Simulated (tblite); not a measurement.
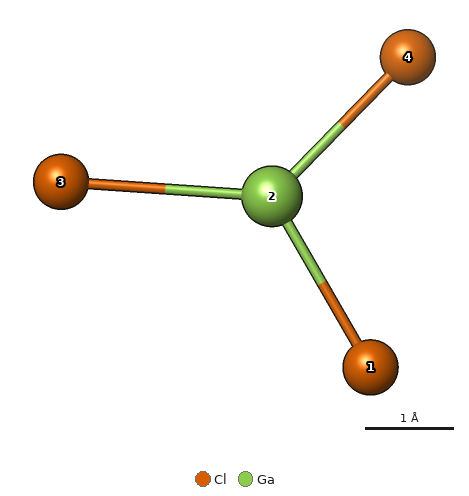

*The structure as given in the input (ball-and-stick view, seen on its broad side; atoms are numbered from 1 in the order of the input). Sticks mark near contacts.*

Bond lengths as drawn: Cl–Ga 2.26 to 2.42 Å.

# Geometry relaxation, with input and output: GaCl₃

The run: geometry relaxation of GaCl₃. Method and program: GFN2-xTB geometry optimisation, gas phase (tblite 0.8.0).

Input file
```
{"job": {"kind": "relax", "xc": "GFN2-xTB", "basis": "xTB"}, "charge": 0, "multiplicity": 1}
Cl    -1.073000     1.903100    -0.046100
Ga     0.083900    -0.030900     0.111200
Cl     2.493800    -0.177000    -0.046200
Cl    -1.484300    -1.685600    -0.064600
```

The first line tells a small driver script what to run in tblite; the rest is the geometry in Å.

Launch command:
```bash
OMP_NUM_THREADS=1 python <driver script> task.json out
```

What the program printed
```
step      E/eV     max force
  0    -408.43563    2.155
  1    -408.56150    2.068
  2    -409.14083    0.950
  3    -409.16364    0.848
  4    -409.20801    0.317
  5    -409.21295    0.320
  6    -409.23574    0.358
  7    -409.25503    0.333
  8    -409.27383    0.242
  9    -409.27646    0.147
 10    -409.27707    0.099
 11    -409.27741    0.082
 12    -409.27791    0.086
 13    -409.27853    0.099
 14    -409.27902    0.077
 15    -409.27921    0.032
 16    -409.27924    0.012
 17    -409.27925    0.005
```

Trajectory as extended XYZ (Å, eV, eV/Å), 18 frames, from step=0 to step=17
```
4
Properties=species:S:1:pos:R:3:forces:R:3 step=0 energy=-408.43563
Cl   -1.0730    1.9031   -0.0461    0.8360  -1.0390   0.1700
Ga    0.0839   -0.0309    0.1112    0.1390   0.0090  -0.5650
Cl    2.4938   -0.1770   -0.0462   -2.1430   0.1040   0.2050
Cl   -1.4843   -1.6856   -0.0646    1.1680   0.9260   0.1900
4
Properties=species:S:1:pos:R:3:forces:R:3 step=1 energy=-408.56150
Cl   -1.0610    1.8883   -0.0436    0.7910  -0.9470   0.1570
Ga    0.0859   -0.0308    0.1031    0.1590   0.0010  -0.5240
Cl    2.4632   -0.1755   -0.0433   -2.0570   0.0970   0.1920
Cl   -1.4676   -1.6724   -0.0619    1.1070   0.8490   0.1760
4
Properties=species:S:1:pos:R:3:forces:R:3 step=2 energy=-409.14083
Cl   -0.9845    1.7967   -0.0285    0.3650  -0.1180   0.0740
Ga    0.1013   -0.0307    0.0524    0.0630  -0.0180  -0.2440
Cl    2.2643   -0.1662   -0.0248   -0.9460   0.0150   0.0890
Cl   -1.3606   -1.5903   -0.0449    0.5190   0.1200   0.0810
4
Properties=species:S:1:pos:R:3:forces:R:3 step=3 energy=-409.16364
Cl   -0.9327    1.7422   -0.0181   -0.0910   0.7190   0.0270
Ga    0.1114   -0.0310    0.0180   -0.5970   0.0620  -0.0700
Cl    2.1296   -0.1605   -0.0122    0.8400  -0.1110   0.0220
Cl   -1.2878   -1.5411   -0.0333   -0.1530  -0.6700   0.0220
4
Properties=species:S:1:pos:R:3:forces:R:3 step=4 energy=-409.20801
Cl   -0.9558    1.7728   -0.0224    0.1520   0.2570   0.0460
Ga    0.1027   -0.0305    0.0324   -0.1270   0.0210  -0.1410
Cl    2.1940   -0.1639   -0.0175   -0.2230  -0.0350   0.0490
Cl   -1.3204   -1.5688   -0.0382    0.1980  -0.2430   0.0460
4
Properties=species:S:1:pos:R:3:forces:R:3 step=5 energy=-409.21295
Cl   -0.9512    1.7740   -0.0212    0.1310   0.2800   0.0420
Ga    0.1008   -0.0302    0.0286   -0.1550   0.0350  -0.1260
Cl    2.1851   -0.1642   -0.0162   -0.1350  -0.0410   0.0440
Cl   -1.3142   -1.5701   -0.0369    0.1590  -0.2750   0.0410
4
Properties=species:S:1:pos:R:3:forces:R:3 step=6 energy=-409.23574
Cl   -0.9251    1.7950   -0.0141    0.0520   0.2960   0.0190
Ga    0.0833   -0.0265    0.0061   -0.2680   0.1210  -0.0510
Cl    2.1424   -0.1678   -0.0082    0.2190  -0.0590   0.0170
Cl   -1.2801   -1.5911   -0.0295   -0.0030  -0.3580   0.0150
4
Properties=species:S:1:pos:R:3:forces:R:3 step=7 energy=-409.25503
Cl   -0.9017    1.8275   -0.0072    0.0230   0.2060  -0.0030
Ga    0.0601   -0.0206   -0.0151   -0.2850   0.1680   0.0100
Cl    2.1131   -0.1731   -0.0008    0.3280  -0.0580  -0.0020
Cl   -1.2511   -1.6243   -0.0226   -0.0650  -0.3150  -0.0050
4
Properties=species:S:1:pos:R:3:forces:R:3 step=8 energy=-409.27383
Cl   -0.8726    1.8801    0.0012    0.0190   0.0150  -0.0320
Ga    0.0231   -0.0094   -0.0411   -0.1760   0.1390   0.0910
Cl    2.0874   -0.1818    0.0083    0.1960  -0.0330  -0.0280
Cl   -1.2173   -1.6793   -0.0142   -0.0390  -0.1200  -0.0310
4
Properties=species:S:1:pos:R:3:forces:R:3 step=9 energy=-409.27646
Cl   -0.8683    1.8926    0.0020    0.0210  -0.0250  -0.0350
Ga    0.0133   -0.0053   -0.0435   -0.0750   0.0740   0.1020
Cl    2.0889   -0.1842    0.0092    0.0510  -0.0170  -0.0330
Cl   -1.2135   -1.6936   -0.0134    0.0030  -0.0310  -0.0340
4
Properties=species:S:1:pos:R:3:forces:R:3 step=10 energy=-409.27707
Cl   -0.8692    1.8930    0.0009    0.0170  -0.0140  -0.0310
Ga    0.0118   -0.0037   -0.0403   -0.0190   0.0280   0.0930
Cl    2.0933   -0.1847    0.0081   -0.0220  -0.0110  -0.0310
Cl   -1.2154   -1.6951   -0.0145    0.0240  -0.0030  -0.0310
4
Properties=species:S:1:pos:R:3:forces:R:3 step=11 energy=-409.27741
Cl   -0.8699    1.8921   -0.0003    0.0090   0.0050  -0.0270
Ga    0.0113   -0.0026   -0.0365    0.0120  -0.0050   0.0810
Cl    2.0954   -0.1849    0.0069   -0.0550  -0.0080  -0.0280
Cl   -1.2164   -1.6950   -0.0158    0.0340   0.0070  -0.0270
4
Properties=species:S:1:pos:R:3:forces:R:3 step=12 energy=-409.27791
Cl   -0.8696    1.8916   -0.0025   -0.0040   0.0340  -0.0190
Ga    0.0100   -0.0008   -0.0300    0.0430  -0.0450   0.0600
Cl    2.0960   -0.1857    0.0047   -0.0770  -0.0040  -0.0210
Cl   -1.2159   -1.6956   -0.0179    0.0380   0.0150  -0.0200
4
Properties=species:S:1:pos:R:3:forces:R:3 step=13 energy=-409.27853
Cl   -0.8677    1.8930   -0.0054   -0.0190   0.0580  -0.0100
Ga    0.0075    0.0013   -0.0212    0.0590  -0.0730   0.0310
Cl    2.0932   -0.1871    0.0017   -0.0710  -0.0020  -0.0110
Cl   -1.2125   -1.6977   -0.0208    0.0320   0.0180  -0.0100
4
Properties=species:S:1:pos:R:3:forces:R:3 step=14 energy=-409.27902
Cl   -0.8651    1.8964   -0.0080   -0.0240   0.0540  -0.0020
Ga    0.0049    0.0024   -0.0136    0.0440  -0.0630   0.0070
Cl    2.0880   -0.1887   -0.0008   -0.0360  -0.0020  -0.0030
Cl   -1.2074   -1.7006   -0.0233    0.0160   0.0110  -0.0020
4
Properties=species:S:1:pos:R:3:forces:R:3 step=15 energy=-409.27921
Cl   -0.8638    1.8994   -0.0088   -0.0160   0.0280   0.0000
Ga    0.0040    0.0019   -0.0110    0.0160  -0.0270  -0.0010
Cl    2.0846   -0.1895   -0.0016   -0.0030  -0.0040   0.0000
Cl   -1.2043   -1.7023   -0.0242    0.0030   0.0030   0.0000
4
Properties=species:S:1:pos:R:3:forces:R:3 step=16 energy=-409.27924
Cl   -0.8640    1.9004   -0.0088   -0.0080   0.0090   0.0000
Ga    0.0042    0.0013   -0.0112    0.0030  -0.0040  -0.0010
Cl    2.0842   -0.1896   -0.0016    0.0050  -0.0040   0.0000
Cl   -1.2040   -1.7026   -0.0242    0.0000   0.0000   0.0000
4
Properties=species:S:1:pos:R:3:forces:R:3 step=17 energy=-409.27925
Cl   -0.8644    1.9006   -0.0087   -0.0040   0.0010   0.0000
Ga    0.0045    0.0010   -0.0114    0.0000   0.0030   0.0000
Cl    2.0846   -0.1896   -0.0015    0.0030  -0.0040   0.0000
Cl   -1.2043   -1.7024   -0.0241    0.0010   0.0000   0.0000
```

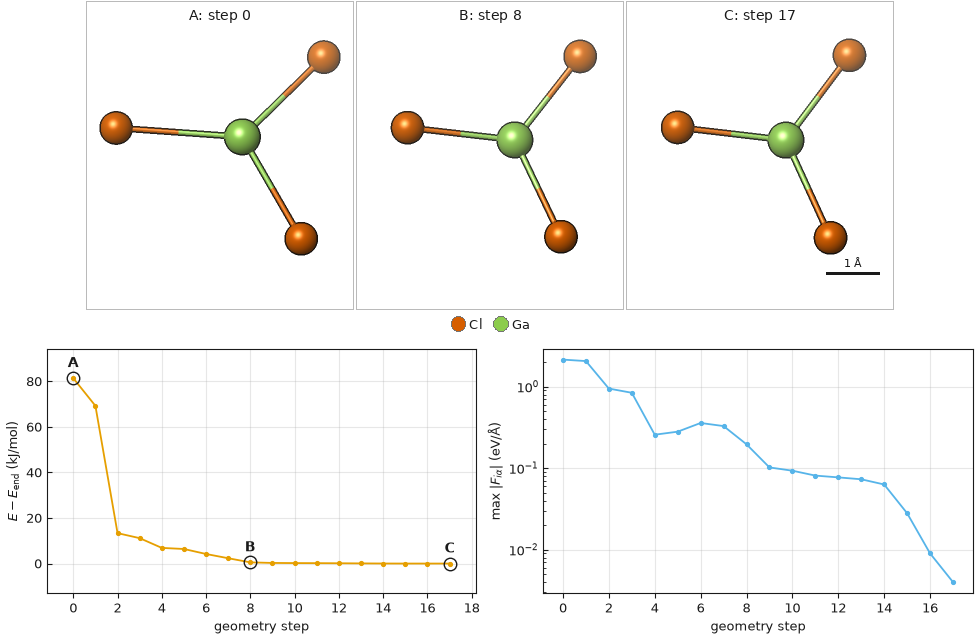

*Frames of the relaxation (ball-and-stick view, seen at a tilt) above the curves, on which the letters mark them (steps are counted from 0).*

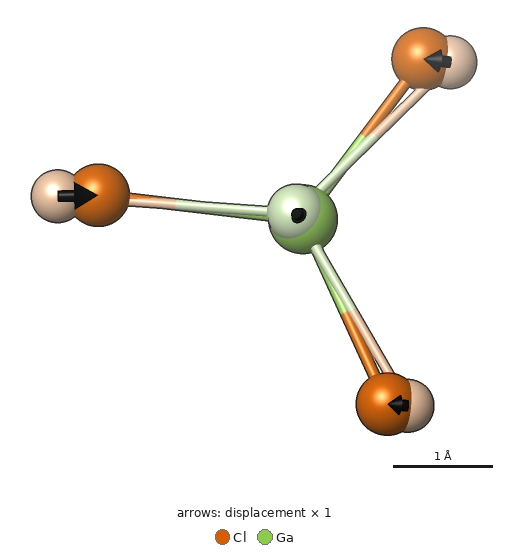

*Start (faint) and end (solid) with the displacements as black arrows, at true length (ball-and-stick view, seen at a tilt). The two geometries are laid on each other by the best rigid fit.*

After 17 geometry steps the energy has fallen by 81.4 kJ/mol. The largest force component goes from 2.1 to 0.004 eV/Å. The atom that moves furthest after the best rigid fit is Cl3 (0.41 Å). By element the largest moves are Cl 0.41 Å, Ga 0.15 Å. Distances before and after: Ga2–Cl3 2.419 → 2.089 Å, Ga2–Cl4 2.287 → 2.089 Å, Cl1–Ga2 2.259 → 2.089 Å. Among the angles that change: Cl1–Ga2–Cl4 105.2° → 120.1°, Cl3–Ga2–Cl4 129.4° → 120.1°, Cl1–Ga2–Cl3 123.9° → 119.8°. (Atoms are counted from 1 in the order of the input.)

Results in brief

```json
{"quantity": "outcome", "value": "converged"}
{"quantity": "total energy", "value": "−409.2792 eV"}
{"quantity": "hardware", "value": "1 CPU thread, shared host"}
{"quantity": "peak memory", "value": "0.19 GiB"}
```
